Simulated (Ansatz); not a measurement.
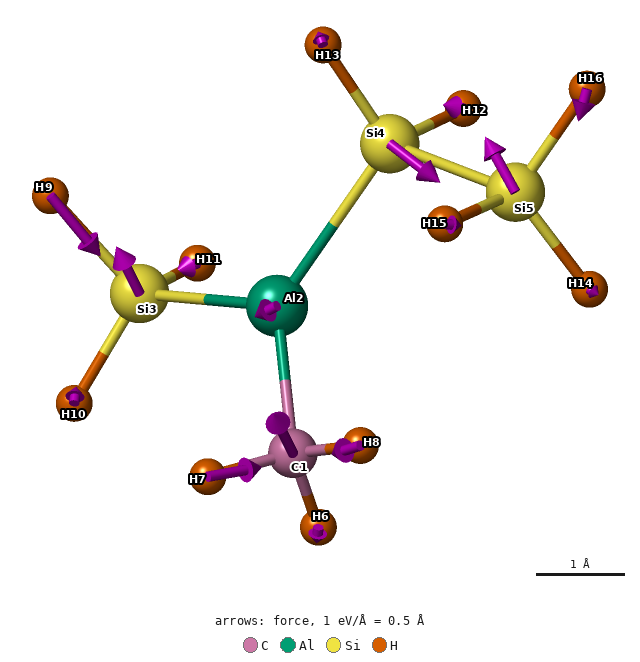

Starting geometry of CH₁₁AlSi₃ with the computed forces as purple arrows. The picture is a ball-and-stick view, seen from a free direction.

The run prepares the start of a later molecular dynamics calculation, from a guessed geometry.

Theory: UKS r2SCAN/STO-3G (Ansatz). (collinear spin; force threshold 0.02 eV/Å; at most 40 steps)

> Is this structure relaxed? If not, where do the atoms go?

It isn't relaxed: the largest force vector, on C1, is 2.22 eV/Å. The final displacements have little in common with the starting forces (cosine between the two patterns 0.28). After 6 accepted moves (8 points after the start) the energy has fallen by 7.84 kcal/mol. The largest force component goes from 1.7 to 0.0081 eV/Å. The line search rejected the trial steps at points 4, 6 of the run. The largest move after the best rigid fit is that of H15, 0.25 Å. Largest moves by element: H 0.25 Å, Si 0.14 Å, C 0.07 Å, Al 0.05 Å. Among the contacts that change: Si3–H9 1.537 → 1.449 Å, Si4–Si5 2.296 → 2.252 Å, C1–H7 1.141 → 1.098 Å, C1–H8 1.127 → 1.096 Å. Bond angles that change, for instance: Al2–Si4–Si5 108.2° → 116.8°, H12–Si4–H13 110.4° → 104.0°, H10–Si3–H11 110.2° → 105.7°.

Limits of the set-up: STO-3G is a minimal basis, so the numbers are rough.
